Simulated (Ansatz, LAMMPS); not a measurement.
# Zn2+ BF4- in dimethoxyethane and tetrahydrofuran, from a frame at 400 K (85 atoms): geometry optimisation, part 2 of 3

Aim: bring Zn2+ BF4- in dimethoxyethane and tetrahydrofuran, from a frame at 400 K (85 atoms) to a nearby minimum of the energy and see what moves.

Ansatz 0.2.0; Kohn-Sham DFT, r2SCAN+D3(BJ), PAW (set soft_2), plane waves.

The cell: 20 C, 8 O, 46 H, 2 B, 8 F and 1 Zn. The network of contacts between molecules at the start is that of the classical potential that made the cell. The density was typed from a rule of thumb and may lie off the real one at this temperature. The Brillouin zone is sampled at Γ only, in a cell whose shortest periodic width is 10 Å.

So far. Step 3 (Single point at the start): Neighbours are counted within 1.34 Å (H-C), 1.85 Å (C-C), 1.73 Å (C-O), 1.72 Å (F-B), 2.09 Å (F-Zn), 2.38 Å (O-Zn).

**4. Relaxation**

The atoms are relaxed in the fixed cell, aiming at the force tolerance of the input.

input.yaml

```yaml
crystal:
  lattice:
    - [9.80591, 0.0, 0.0]
    - [0.0, 9.80591, 0.0]
    - [0.0, 0.0, 9.80591]
  atoms:
    [... the 85 atom lines of step 3 ...]
kpoints:
  mp_grid: { grid: [1, 1, 1] }
hamiltonian:
  xc: r2scan
  dispersion: d3bj
scf:
  occupations: { method: gaussian, width: 0.025 }
output:
  forces: true
relax:
  f_tol: 0.05
  max_steps: 200
```

On the command line:

```console
ansatz run input.yaml --threads 4 --pin off --max-ram 8192MiB --backend cpu --events-out ev --progress --plain --runs-dir out
```

Numbers of over 12 decimals in the logs are rounded to 6 here.

The log of the run:

```text
[...]
Crystal: 85 atoms, lattice volume = 942.896 Å³
Basis set: ecut = 500 eV, 23847 PW (Γ), exchange–correlation on 288×288×288 points (64 copies of the dense FFT grid, shifted against one another)
Bands: 209, of which v1, the nominal top of the filled ones, is band 124 counted from 1 (123 counted from 0)
Symmetry: 1 space group operations
[...]
k-points: 1
[...]
SCF iter   1: F=—  HF=-20437.857011 eV  |F-HF|=—  |Δ(HF+E_count)|=         —  Δρ=8.56e-3  dr2=8.30e-1  dr2_τ=6.18e0  ethr=1.77e-3  ⟨swp⟩=6.0  Hψ=959  notcnv=0  defer=30
[...]
SCF iter   3: F=—  HF=-20437.005711 eV  |F-HF|=—  |Δ(HF+E_count)|=   2.29e-2  Δρ=1.73e-3  dr2=3.67e-2  dr2_τ=2.10e-3  ethr=7.10e-5  ⟨swp⟩=3.0  Hψ=248  notcnv=0  defer=15
automatic band count: iteration 3 solves 144 bands in place of 209: the levels show a gap, and the empty bands left out lie too high to hold charge; the band table lists the bands solved (type scf.n_extra_bands for more)
SCF iter   4: F=—  HF=-20437.006329 eV  |F-HF|=—  |Δ(HF+E_count)|=   6.18e-4  Δρ=7.57e-4  dr2=5.75e-3  dr2_τ=3.79e-4  ethr=1.48e-5  ⟨swp⟩=3.0  Hψ=268  notcnv=0  defer=15
[...]
SCF iter   8: F=-20437.009143 eV  HF=-20437.009128 eV  |F-HF|=1.52e-5  |Δ(HF+E_count)|=   7.09e-5  Δρ=2.12e-5  dr2=4.41e-6  dr2_τ=4.44e-7  ethr=8.55e-9  ⟨swp⟩=5.0  Hψ=481  notcnv=0
SCF 1 converged in 8 iterations: F = -20437.009143 eV  dr2 = 4.41e-6
[...]
relax step   1: F+E_penalty+E_count = -20437.00914299 eV  Δ(F+E_penalty+E_count) = +0.000e0 eV  max|allowed force component| = 5.851e0 eV/Å  Δτ_max = 0.0000 Å  (8 SCF iters, dr2 threshold 6.25e-5 eV, accepted)
[... from here on, the SCF cycles and remarks between the steps are left out ...]
relax step   2: F+E_penalty+E_count = -20442.11028588 eV  Δ(F+E_penalty+E_count) = -5.101e0 eV  max|allowed force component| = 2.980e0 eV/Å  Δτ_max = 0.1974 Å  (7 SCF iters, dr2 threshold 1.00e-4 eV, accepted)
relax step   3: F+E_penalty+E_count = -20443.34923531 eV  Δ(F+E_penalty+E_count) = -1.239e0 eV  max|allowed force component| = 9.026e-1 eV/Å  Δτ_max = 0.1944 Å  (7 SCF iters, dr2 threshold 1.00e-4 eV, accepted)
relax step   4: F+E_penalty+E_count = -20443.67975344 eV  Δ(F+E_penalty+E_count) = -3.305e-1 eV  max|allowed force component| = 3.691e-1 eV/Å  Δτ_max = 0.1928 Å  (7 SCF iters, dr2 threshold 7.47e-5 eV, accepted)
relax step   5: F+E_penalty+E_count = -20443.81326932 eV  Δ(F+E_penalty+E_count) = -1.335e-1 eV  max|allowed force component| = 2.335e-1 eV/Å  Δτ_max = 0.1929 Å  (7 SCF iters, dr2 threshold 1.25e-5 eV, accepted)
relax step   6: F+E_penalty+E_count = -20443.89821315 eV  Δ(F+E_penalty+E_count) = -8.494e-2 eV  max|allowed force component| = 2.900e-1 eV/Å  Δτ_max = 0.1944 Å  (7 SCF iters, dr2 threshold 9.12e-6 eV, accepted)
relax step   7: F+E_penalty+E_count = -20443.94447661 eV  Δ(F+E_penalty+E_count) = -4.626e-2 eV  max|allowed force component| = 2.082e-1 eV/Å  Δτ_max = 0.1902 Å  (7 SCF iters, dr2 threshold 3.37e-5 eV, accepted)
relax step   8: F+E_penalty+E_count = -20443.97266477 eV  Δ(F+E_penalty+E_count) = -2.819e-2 eV  max|allowed force component| = 2.104e-1 eV/Å  Δτ_max = 0.1306 Å  (6 SCF iters, dr2 threshold 2.24e-5 eV, accepted)
relax step   9: F+E_penalty+E_count = -20444.00132471 eV  Δ(F+E_penalty+E_count) = -2.866e-2 eV  max|allowed force component| = 1.988e-1 eV/Å  Δτ_max = 0.1952 Å  (7 SCF iters, dr2 threshold 2.28e-5 eV, accepted)
relax step  10: F+E_penalty+E_count = -20444.02275887 eV  Δ(F+E_penalty+E_count) = -2.143e-2 eV  max|allowed force component| = 2.465e-1 eV/Å  Δτ_max = 0.1949 Å  (7 SCF iters, dr2 threshold 3.53e-5 eV, accepted)
relax step  11: F+E_penalty+E_count = -20444.04297422 eV  Δ(F+E_penalty+E_count) = -2.022e-2 eV  max|allowed force component| = 2.534e-1 eV/Å  Δτ_max = 0.1389 Å  (6 SCF iters, dr2 threshold 5.42e-5 eV, accepted)
relax step  12: F+E_penalty+E_count = -20444.06852694 eV  Δ(F+E_penalty+E_count) = -2.555e-2 eV  max|allowed force component| = 2.963e-1 eV/Å  Δτ_max = 0.1786 Å  (7 SCF iters, dr2 threshold 6.42e-5 eV, accepted)
relax step  13: F+E_penalty+E_count = -20444.08496168 eV  Δ(F+E_penalty+E_count) = -1.643e-2 eV  max|allowed force component| = 2.435e-1 eV/Å  Δτ_max = 0.1093 Å  (6 SCF iters, dr2 threshold 8.78e-5 eV, accepted)
relax step  14: F+E_penalty+E_count = -20444.09772868 eV  Δ(F+E_penalty+E_count) = -1.277e-2 eV  max|allowed force component| = 1.657e-1 eV/Å  Δτ_max = 0.1086 Å  (6 SCF iters, dr2 threshold 4.01e-5 eV, accepted)
relax step  15: F+E_penalty+E_count = -20444.10468256 eV  Δ(F+E_penalty+E_count) = -6.954e-3 eV  max|allowed force component| = 1.568e-1 eV/Å  Δτ_max = 0.1120 Å  (7 SCF iters, dr2 threshold 1.27e-5 eV, accepted)
relax step  16: F+E_penalty+E_count = -20444.10929034 eV  Δ(F+E_penalty+E_count) = -4.608e-3 eV  max|allowed force component| = 1.088e-1 eV/Å  Δτ_max = 0.0552 Å  (6 SCF iters, dr2 threshold 1.14e-5 eV, accepted)
relax step  17: F+E_penalty+E_count = -20444.11367183 eV  Δ(F+E_penalty+E_count) = -4.381e-3 eV  max|allowed force component| = 6.957e-2 eV/Å  Δτ_max = 0.0929 Å  (7 SCF iters, dr2 threshold 5.70e-6 eV, accepted)
[...]
relax step  21: F+E_penalty+E_count = -20444.12122486 eV  Δ(F+E_penalty+E_count) = -1.616e-3 eV  max|allowed force component| = 8.707e-2 eV/Å  Δτ_max = 0.0654 Å  (6 SCF iters, dr2 threshold 3.73e-6 eV, accepted)
relax step  22: F+E_penalty+E_count = -20444.12263733 eV  Δ(F+E_penalty+E_count) = -1.412e-3 eV  max|allowed force component| = 9.465e-2 eV/Å  Δτ_max = 0.0503 Å  (6 SCF iters, dr2 threshold 7.58e-6 eV, accepted)
relax step  23: F+E_penalty+E_count = -20444.12385407 eV  Δ(F+E_penalty+E_count) = -1.217e-3 eV  max|allowed force component| = 9.817e-2 eV/Å  Δτ_max = 0.0506 Å  (6 SCF iters, dr2 threshold 8.96e-6 eV, accepted)
relax step  24: F+E_penalty+E_count = -20444.12498370 eV  Δ(F+E_penalty+E_count) = -1.130e-3 eV  max|allowed force component| = 8.519e-2 eV/Å  Δτ_max = 0.0622 Å  (6 SCF iters, dr2 threshold 9.64e-6 eV, accepted)
relax step  25: F+E_penalty+E_count = -20444.12593625 eV  Δ(F+E_penalty+E_count) = -9.525e-4 eV  max|allowed force component| = 4.929e-2 eV/Å  Δτ_max = 0.0798 Å  (6 SCF iters, dr2 threshold 5.47e-6 eV, accepted)
relax step  26: F+E_penalty+E_count = -20444.12593832 eV  Δ(F+E_penalty+E_count) = -2.070e-6 eV  max|allowed force component| = 4.887e-2 eV/Å  Δτ_max = 0.0000 Å  (4 SCF iters, accepted)
relax step  27: F+E_penalty+E_count = -20444.12675931 eV  Δ(F+E_penalty+E_count) = -8.210e-4 eV  max|allowed force component| = 5.123e-2 eV/Å  Δτ_max = 0.1032 Å  (9 SCF iters, accepted)
relax step  28: F+E_penalty+E_count = -20444.12753613 eV  Δ(F+E_penalty+E_count) = -7.768e-4 eV  max|allowed force component| = 5.208e-2 eV/Å  Δτ_max = 0.0521 Å  (6 SCF iters, dr2 threshold 2.58e-6 eV, accepted)
relax step  29: F+E_penalty+E_count = -20444.12918504 eV  Δ(F+E_penalty+E_count) = -1.649e-3 eV  max|allowed force component| = 6.809e-2 eV/Å  Δτ_max = 0.1024 Å  (7 SCF iters, dr2 threshold 2.71e-6 eV, accepted)
relax step  30: F+E_penalty+E_count = -20444.13036687 eV  Δ(F+E_penalty+E_count) = -1.182e-3 eV  max|allowed force component| = 7.350e-2 eV/Å  Δτ_max = 0.0593 Å  (6 SCF iters, dr2 threshold 4.64e-6 eV, accepted)
relax step  31: F+E_penalty+E_count = -20444.13213554 eV  Δ(F+E_penalty+E_count) = -1.769e-3 eV  max|allowed force component| = 8.876e-2 eV/Å  Δτ_max = 0.0881 Å  (6 SCF iters, dr2 threshold 5.40e-6 eV, accepted)
relax step  32: F+E_penalty+E_count = -20444.13373661 eV  Δ(F+E_penalty+E_count) = -1.601e-3 eV  max|allowed force component| = 1.093e-1 eV/Å  Δτ_max = 0.0706 Å  (6 SCF iters, dr2 threshold 7.88e-6 eV, accepted)
relax step  33: F+E_penalty+E_count = -20444.13577323 eV  Δ(F+E_penalty+E_count) = -2.037e-3 eV  max|allowed force component| = 1.444e-1 eV/Å  Δτ_max = 0.0793 Å  (6 SCF iters, dr2 threshold 1.20e-5 eV, accepted)
relax step  34: F+E_penalty+E_count = -20444.13795802 eV  Δ(F+E_penalty+E_count) = -2.185e-3 eV  max|allowed force component| = 1.598e-1 eV/Å  Δτ_max = 0.0614 Å  (5 SCF iters, dr2 threshold 2.08e-5 eV, accepted)
relax step  35: F+E_penalty+E_count = -20444.14076068 eV  Δ(F+E_penalty+E_count) = -2.803e-3 eV  max|allowed force component| = 1.735e-1 eV/Å  Δτ_max = 0.0762 Å  (5 SCF iters, dr2 threshold 2.55e-5 eV, accepted)
relax step  36: F+E_penalty+E_count = -20444.14303303 eV  Δ(F+E_penalty+E_count) = -2.272e-3 eV  max|allowed force component| = 1.808e-1 eV/Å  Δτ_max = 0.0739 Å  (5 SCF iters, dr2 threshold 3.01e-5 eV, accepted)
relax step  37: F+E_penalty+E_count = -20444.14498288 eV  Δ(F+E_penalty+E_count) = -1.950e-3 eV  max|allowed force component| = 1.627e-1 eV/Å  Δτ_max = 0.0603 Å  (4 SCF iters, dr2 threshold 3.27e-5 eV, accepted)
relax step  38: F+E_penalty+E_count = -20444.14684206 eV  Δ(F+E_penalty+E_count) = -1.859e-3 eV  max|allowed force component| = 9.810e-2 eV/Å  Δτ_max = 0.0512 Å  (5 SCF iters, dr2 threshold 2.14e-5 eV, accepted)
relax step  39: F+E_penalty+E_count = -20444.14838138 eV  Δ(F+E_penalty+E_count) = -1.539e-3 eV  max|allowed force component| = 3.437e-2 eV/Å  Δτ_max = 0.0798 Å  (6 SCF iters, dr2 threshold 3.50e-6 eV, accepted)
relax step  40: F+E_penalty+E_count = -20444.14838151 eV  Δ(F+E_penalty+E_count) = -1.309e-7 eV  max|allowed force component| = 3.436e-2 eV/Å  Δτ_max = 0.0000 Å  (2 SCF iters, accepted)
[...]
SCF iter   2: F=-20444.148382 eV  HF=-20444.148381 eV  |F-HF|=9.09e-8  |Δ(HF+E_count)|=   1.69e-7  Δρ=2.18e-6  dr2=3.44e-8  dr2_τ=1.83e-9  ethr=3.93e-11  ⟨swp⟩=4.0  Hψ=514  notcnv=0
SCF 41 converged in 2 iterations: F = -20444.148382 eV  dr2 = 3.44e-8
SCF converged after 2 iterations
Free energy (F): -20444.148382 eV
[...]
Internal energy: -20444.148382 eV  (E = F + TS)
E sigma→0 (E₀):  -20444.148382 eV
Fermi energy:    1.243944 eV
[...]
--- Forces (eV/Å), atoms counted from 1 ---
  atom   1  C     -0.00156494     0.00342930    -0.00389658
  atom   2  O      0.00180155     0.00137146     0.00166570
  atom   3  C      0.00412706    -0.00701056    -0.00318325
  atom   4  C     -0.00375625    -0.00079322     0.00630994
  atom   5  O      0.00091912     0.00458651    -0.00474819
  atom   6  C     -0.00340066    -0.00318453     0.00134971
  atom   7  H     -0.00071068     0.00004941     0.00072553
  atom   8  H     -0.00018488    -0.00038841    -0.00003387
  atom   9  H     -0.00278842     0.00075379     0.00377830
  atom  10  H      0.00015757    -0.00021576     0.00217008
  atom  11  H     -0.00001972     0.00015801    -0.00143514
  atom  12  H      0.00035716     0.00048729     0.00212074
  atom  13  H     -0.00007581     0.00044114    -0.00032149
  atom  14  H     -0.00042046     0.00027949    -0.00027109
[...]
atom  84  F     -0.00182677    -0.00392337     0.00717425
  atom  85  Zn     0.00325341     0.00439405    -0.00171050
  max |Σ_I F_I| component: 3.37e-4 eV/Å
--- Relaxed structure (40 steps of the walk, 40 accepted, 0 SCFs on fresh bases) ---
  F+E_penalty+E_count = -20444.14838151 eV   max|allowed force component| = 3.436e-2 eV/Å
  atoms:
    - { symbol: C, position: [0.248647, 0.916378, 0.261119] }
    - { symbol: O, position: [0.175523, 0.946310, 0.137640] }
    - { symbol: C, position: [0.066318, 0.852452, 0.109966] }
    - { symbol: C, position: [0.00526371, 0.896553, -0.024189] }
[...]
- { symbol: Zn, position: [0.133658, 0.141129, 0.067929] }
```

Run time: 11 min. Hardware: 4 threads of Intel Xeon Platinum 8259CL at 2.50GHz (Skylake/Cascade Lake), shared host; peak memory 2.4 GiB; 41 min of CPU time.

Relaxation path (22 of 40):

```tsv
step	energy less that of the first step (eV)	largest force component (eV/Å)
1	0.0000	5.8507
3	-6.3401	0.9026
5	-6.8041	0.2335
7	-6.9353	0.2082
8	-6.9635	0.2104
10	-7.0136	0.2465
12	-7.0594	0.2963
14	-7.0886	0.1657
16	-7.1001	0.1088
18	-7.1067	0.0372
20	-7.1105	0.0611
21	-7.1121	0.0871
23	-7.1147	0.0982
25	-7.1168	0.0493
27	-7.1176	0.0512
29	-7.1200	0.0681
31	-7.1230	0.0888
33	-7.1266	0.1444
34	-7.1288	0.1598
36	-7.1339	0.1808
38	-7.1377	0.0981
40	-7.1392	0.0344
```

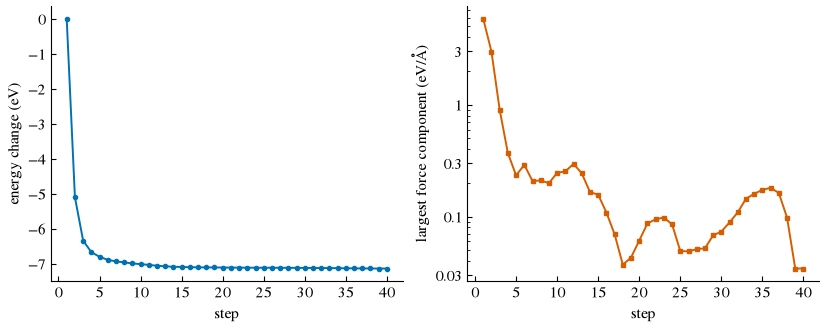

Energy and largest force along the relaxation.

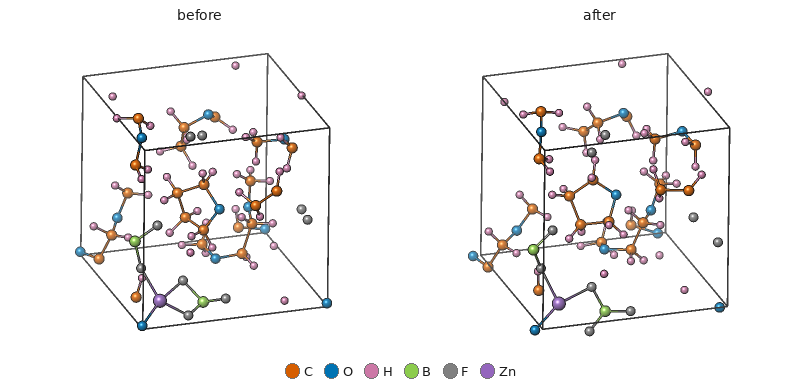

The structure before and after the relaxation, drawn at the same scale. Bonds to atoms that aren't drawn are left out.

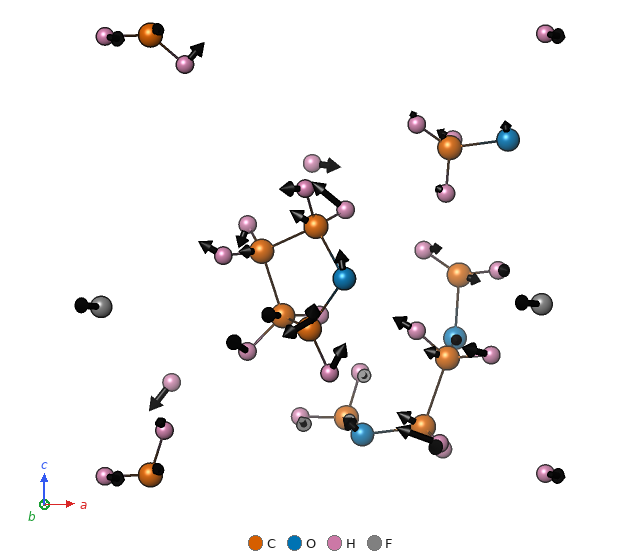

Displacements in the relaxation, scaled; the longest in the cell stands for 2.00 Å. Drawn is a slice 4 Å thick, seen along the normal of the ac plane. Bonds to atoms that aren't drawn are left out.

The atoms that moved most (Å):

```tsv
atom	dx	dy	dz	length
H69	-0.644	-1.819	0.512	1.997
H70	-1.184	-1.032	-0.554	1.665
F81	-0.839	-1.210	0.171	1.482
H72	0.626	-0.881	0.893	1.402
H26	-1.280	-0.170	0.483	1.379
F82	0.189	-1.101	-0.803	1.376
H55	0.783	0.142	1.100	1.357
H73	-0.992	-0.145	0.827	1.300
```

The relaxation changed the energy by -84.0 meV/atom, and atoms moved by 0.86 Å r.m.s., 2.0 Å at most.

**5. Structure statistics after relaxation**

Bonds before and after, by the cutoffs listed below:

```tsv
pair	bonds before	bonds after	mean before (Å)	mean after (Å)	spread before (Å)	spread after (Å)
H-C	46	46	1.086	1.092	0.036	0.004
C-C	9	9	1.496	1.524	0.052	0.014
C-O	16	16	1.427	1.432	0.033	0.013
F-B	8	8	1.415	1.408	0.042	0.049
F-Zn	3	3	1.898	2.092	0.173	0.082
O-Zn	3	3	1.959	2.052	0.016	0.015
```

Density 1.15 g/cm³, 11.09 Å³ an atom.

g(r), total and by pair (bins of 0.2 Å):

```tsv
r (Å)	total	H-H	H-C	H-F	H-O	H-B	H-Zn
1.00	4.04	0.00	15.90	0.00	0.00	0.00	0.00
1.20	0.08	0.00	0.32	0.00	0.00	0.00	0.00
1.40	1.23	0.00	0.00	0.00	0.00	0.00	0.00
1.60	0.40	0.00	0.00	0.00	0.00	0.00	0.00
1.80	1.05	3.60	0.00	0.00	0.00	0.00	0.00
2.00	1.05	0.00	0.00	0.00	9.15	0.00	0.00
2.20	0.98	0.07	3.11	0.00	0.00	0.00	0.00
2.40	1.18	1.84	0.07	0.84	0.35	0.00	0.00
2.60	0.97	1.18	1.18	1.50	1.49	0.00	0.00
2.80	0.65	1.08	0.37	0.66	1.18	0.00	0.98
3.00	0.95	1.35	0.91	0.80	0.35	0.45	2.67
3.20	1.01	0.66	1.38	1.38	0.70	1.93	0.83
3.40	0.86	0.70	1.11	0.88	1.08	1.04	2.15
3.60	0.92	0.90	0.66	1.03	0.55	2.50	1.29
3.80	0.90	0.88	0.87	1.07	0.50	1.99	1.69
4.00	1.05	1.15	0.97	0.97	1.08	1.01	2.09
4.20	0.95	0.95	0.77	1.15	1.27	0.91	0.45
4.40	0.95	0.91	0.86	1.26	1.31	1.02	0.00
4.60	1.04	1.05	1.00	1.43	0.96	0.97	0.76
4.80	1.13	1.05	1.14	1.20	0.62	1.42	0.70
```

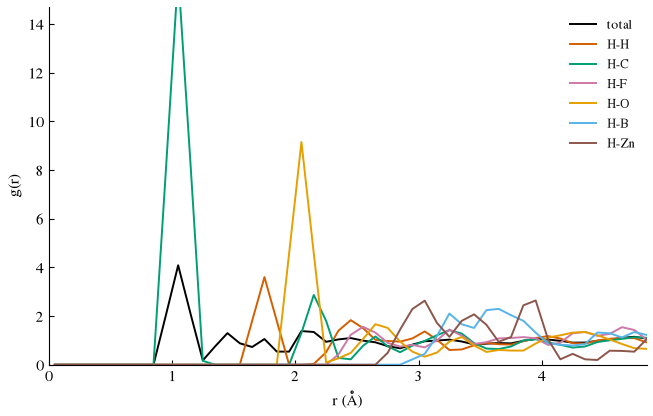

Pair distribution functions, lightly smoothed, with peaks cut at 14.

Bonds by pair of elements; cutoffs follow the first minimum of g(r), held within bounds set by covalent radii, and pairs that aren't listed don't count as bonded:

```tsv
pair A-B	cutoff (Å)	bonds	mean length (Å)	spread (Å)	shortest (Å)	B about A	A about B
H-C	1.34	46	1.09	0.004	1.09	1	2.3
C-C	1.85	9	1.52	0.014	1.50	0.9	0.9
C-O	1.73	16	1.43	0.013	1.41	0.8	2
F-B	1.72	8	1.41	0.049	1.36	1	4
F-Zn	2.38	3	2.09	0.082	2.00	0.375	3
O-Zn	2.48	3	2.05	0.015	2.03	0.375	3
```

How many atoms have how many bonded neighbours:

```tsv
element	mean	1	2	3	4	6
B	4	0	0	0	2	0
C	4	0	0	0	20	0
F	1.38	5	3	0	0	0
H	1	46	0	0	0	0
O	2.38	0	5	3	0	0
Zn	6	0	0	0	0	1
```

Bond angles (no mean is given where the spread exceeds 20°):

```tsv
angle	count	mean (°)	spread (°)
H-C-O	38	109	1.7
C-C-H	36	111	1.6
H-C-H	32	109	1.1
F-B-F	12	109	3.5
C-C-O	10	109	3.2
```

Bond length by coordination (bonds to H left out):

```tsv
element	coordination	atoms	mean bond length (Å)
F	1	5	1.37
F	2	3	1.78
O	2	5	1.42
O	3	3	1.65
```

Rings of the network by King's shortest-path rule, up to 12 atoms, one path for each pair of neighbours; H, halogens, alkali and alkaline-earth atoms are left out, and the last column divides by all other atoms, bonded or not:

```tsv
ring size (atoms)	rings	per network atom
5	3	0.097
```

With the cutoffs above, all B atoms have 4, all C atoms have 4, 62 % of F atoms have 1 and all H atoms have 1 bonded neighbour. The H-C-O angle averages 109° with a spread of 1.7°. All rings counted have 5 atoms.

(Part 2 of 3 ends here.)

[Logs are printed without paths, hosts, clocks, repeated set-up lines and the standing remarks that a program may print on its own settings, such as how far it seeks lower states.]

[Hosts, paths, dates, database ids (printed as entryN), source tags and the programs' standing remarks are cut or masked in the printed files.]
